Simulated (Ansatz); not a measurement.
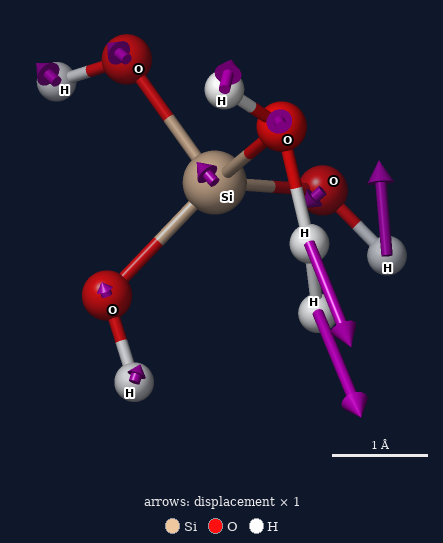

This is a relaxation of SiH6O4 (started from a transition state, displaced along its imaginary mode). The starting structure is drawn; purple arrows show the displacements, at their true length. The two geometries are superimposed by the best rigid fit.

A ball-and-stick model, seen from a free direction.

Method: RKS PBE0-D4/def2-TZVP (Ansatz 0.2.0).

Input
```yaml
crystal:
  periodic: [false, false, false]
  atoms:
    - {symbol: Si, position_ang: [-0.339193, 0.008955, 0.071370]}
    - {symbol: O, position_ang: [0.948597, 0.206919, 1.269494]}
    - {symbol: O, position_ang: [-0.226802, -1.217651, -1.017935]}
    - {symbol: O, position_ang: [-1.482290, -0.567275, 1.074526]}
    - {symbol: O, position_ang: [-0.857445, 1.462230, -0.457495]}
    - {symbol: H, position_ang: [1.468593, 0.356174, 0.119897]}
    - {symbol: H, position_ang: [1.448864, 0.493804, -0.717438]}
    - {symbol: H, position_ang: [1.107951, -0.530304, 1.876412]}
    - {symbol: H, position_ang: [0.364293, -1.118453, -1.775030]}
    - {symbol: H, position_ang: [-2.143092, -1.080926, 0.591974]}
    - {symbol: H, position_ang: [-0.289375, 1.986627, -1.035874]}
basis:
  gaussian: {orbitals: def2-TZVP}
hamiltonian: {xc: pbe0, dispersion: d4}
relax: {f_tol: 0.005, max_steps: 200}
```

Run as
```bash
ansatz run in.yaml --threads 8 --pin off --events-out ev --progress --plain --max-ram 19148MiB
```

**Atoms of which element are displaced furthest, and by how much?**

Hydrogen: up to 1.58 Å, against 0.38 Å for oxygen.

**Describe the change and its energy.**

H7 moves most after the best rigid fit: 1.58 Å. Largest moves by element: H 1.58 Å, O 0.38 Å, Si 0.32 Å. Some distances before and after: Si1–H7 2.014 → 3.873 Å, Si1–H6 1.841 → 3.323 Å, O2–H6 1.271 → 2.716 Å, Si1–O2 1.770 → 1.633 Å. Among the angles between lasting bonds that change: O3–Si1–O5 118.1° → 106.6°, O4–Si1–O5 107.0° → 115.8°, O2–Si1–O4 97.7° → 106.4°. Groups turn about Si1–O5 by about 100°. After 25 accepted moves (27 points after the start) the energy has fallen by 1.961 eV. Largest force component: 1.6 eV/Å at the start, 0.0039 eV/Å at the end. The line search rejected the trial steps at points 8, 11 of the run. Cost: 40 s on 8 threads of Arm Neoverse V1 (shared host).
